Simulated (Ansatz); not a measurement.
# SiGeH4+ (doublet): the correlation ladder, cc-pVTZ

How much of the correlation energy of SiGeH4+ (doublet) does each wave-function method recover here?

Computed with Ansatz 0.2.0, Gaussian basis. Level: cc-pVTZ, core rule «outside noble gas», up to 19 orbitals frozen.

To be run: UHF; CCSD(T) on ROHF; CCSD(T) on UHF; BCCD(T) on ROHF; CCSDT(Q) on ROHF; CCSDT(Q) on UHF.

4 further runs of the same task are left out: 4 set aside as unsound or not needed.

### Step 1. The geometry

The geometry is a PBE0/def2-TZVP stationary point (not a proven minimum) of the parent state, kept for this charge and spin. No spin-orbit coupling is included. The filled d shell of Ge may be among the frozen orbitals whatever the setting's name suggests; the logs give the count.

6 atoms, charge 1, spin multiplicity 2.

Atoms are counted from 1 here; the program's logs count them from 0.

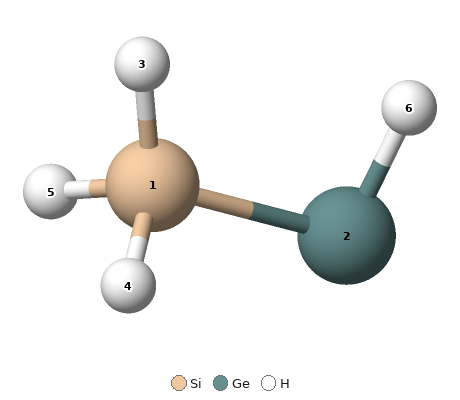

The geometry (silicon light orange, germanium teal, hydrogen white); atoms are numbered from 1 in the order of the file.

### Step 2. UHF

The input, in.yaml:

```yaml
crystal:
  periodic: [false, false, false]
  atoms:
    - {symbol: Si, position_ang: [0.000000, 0.027795, 1.712649]}
    - {symbol: Ge, position_ang: [0.000000, -0.030704, -0.744071]}
    - {symbol: H, position_ang: [0.000000, 1.348061, 2.400385]}
    - {symbol: H, position_ang: [1.197551, -0.733921, 2.178541]}
    - {symbol: H, position_ang: [-1.197551, -0.733921, 2.178541]}
    - {symbol: H, position_ang: [0.000000, 1.558094, -0.855589]}
basis:
  gaussian: {orbitals: cc-pVTZ}
total_charge: 1
magnetization: {spin_polarized: true, initial_magnetization: 1}
hamiltonian: {xc: hf}
output: {orbitals: {seedname: orbitals}}
```

Started as:

```sh
$ ansatz run in.yaml --threads 1 --pin off --events-out ev --progress --plain --max-ram 4096MiB --backend cpu
```

After this run come: CCSD(T) on ROHF; CCSD(T) on UHF; BCCD(T) on ROHF; CCSDT(Q) on ROHF; CCSDT(Q) on UHF.

Q: Predict the results of all the runs planned. Wanted: UCCSDT(Q) below the RHF energy; RMP2 from UCCSDT(Q); UMP2 from UCCSDT(Q); RCCSD from UCCSDT(Q); RCCSD(T) from UCCSDT(Q); UCCSD(T) from UCCSDT(Q); RCCSDT(Q) from UCCSDT(Q); T1 diagnostic.

The runs gave:

| quantity | value |
| --- | --- |
| UCCSDT(Q) below the RHF energy | -6.8115 eV |
| RMP2 from UCCSDT(Q) | +136.0 kJ/mol |
| UMP2 from UCCSDT(Q) | +136.9 kJ/mol |
| RCCSD from UCCSDT(Q) | +24.9 kJ/mol |
| RCCSD(T) from UCCSDT(Q) | +5.0 kJ/mol |
| UCCSD(T) from UCCSDT(Q) | +4.6 kJ/mol |
| RCCSDT(Q) from UCCSDT(Q) | +0.5 kJ/mol |
| levels within 1 kcal/mol (43 meV) | RCCSDT, UCCSDT, RCCSDT(Q) |
| T1 diagnostic | 0.026 |

**Reading.** RCCSD(T) misses by +5.0 kJ/mol, 0.8 % of the correlation energy. These misses are within one basis, not against nature; the frozen cores of restricted and unrestricted runs differ, which can shift their rows.
